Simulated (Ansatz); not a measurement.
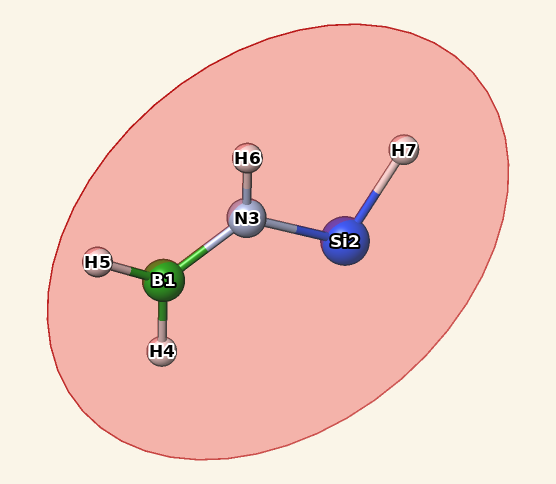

A disc through the centre of mass is drawn in. Atoms fade into the background with distance from the viewer. Computed geometry: PBE0-D4/def2-TZVP optimisation. No frequency run is at hand to confirm it as a minimum.

### Is the plane of the disc a mirror plane of the structure?

Yes. The reflection leaves B1, Si2, N3, H4, H5, H6, H7 in place. The point group is Cs.
